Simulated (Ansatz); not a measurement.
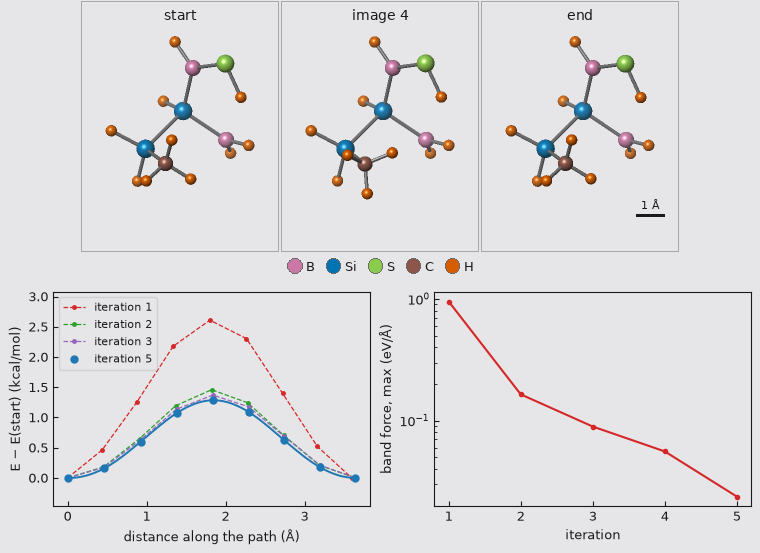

A nudged-elastic-band calculation for CH10B2SSi2. Images are numbered from 0 (start) to 8 (end). The plot follows the band through its iterations. A ball-and-stick model, seen from a free direction.

Method: RKS B3LYP/STO-3G (Ansatz). Set-up: 7 movable images; climbing image; force threshold 0.03 eV/Å; iteration limit 33; starting path by image-dependent pair potential.

Question: Did the band converge, and can the barrier be trusted?

Answer: The result is final at these settings. The band converged in 5 iterations. The largest component of the band force went from 0.95 to 0.024 eV/Å. The climbing image converged on the top of the path. Its vibrational analysis gives one imaginary mode (150i cm⁻¹), as a transition state must have. The first iteration put the highest image at 2.61 kcal/mol. The two ends have the same energy, and the highest point, image 4, lies 1.28 kcal/mol above the start.

Limits of the set-up: STO-3G is a minimal basis, so the numbers are rough.

Cost: 3.1 min on 1 thread of Arm Neoverse V1, on a shared host, peak memory 0.14 GiB.
